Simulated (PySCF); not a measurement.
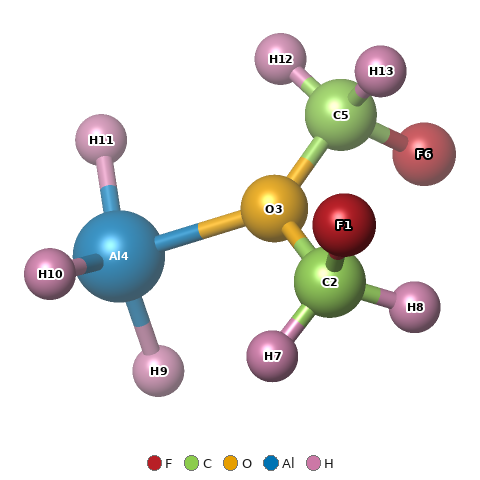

Geometry used (C₂H₇AlF₂O, SMILES FC[O+]([AlH3-])CF, singlet).

Kohn-Sham orbital energies near the frontier, PBE/def2-SVPD in PySCF 2.14.0, at a PBE0-D3(BJ)/def2-SVP geometry (no frequency check), isolated molecule; empty levels in grey, levels within 0.03 eV side by side.

> Where do the frontier orbitals lie?

HOMO at −6.44 eV, LUMO at −0.83 eV, 5.62 eV apart.

> On which atoms do HOMO and LUMO mostly sit?

HOMO: Al4 37 %, H9 31 %, H10 24 %. LUMO: Al4 35 %, C2/C5 10 % each (Löwdin shares).

> How does −ε(HOMO) compare with the ΔSCF vertical ionisation energy at this level?

−ε(HOMO) is 6.44 eV, the ΔSCF value 9.79 eV; the orbital energy is 3.34 eV too shallow.

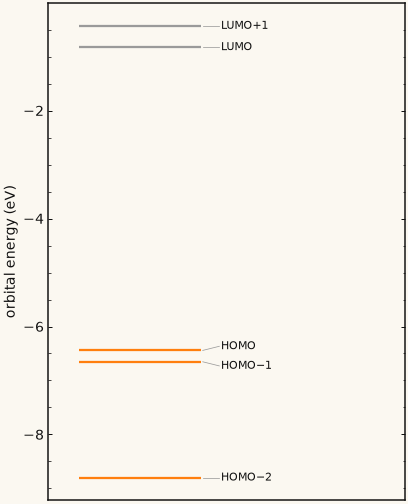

Caveats: one conformer of a flexible molecule; empty levels above zero depend strongly on the basis.
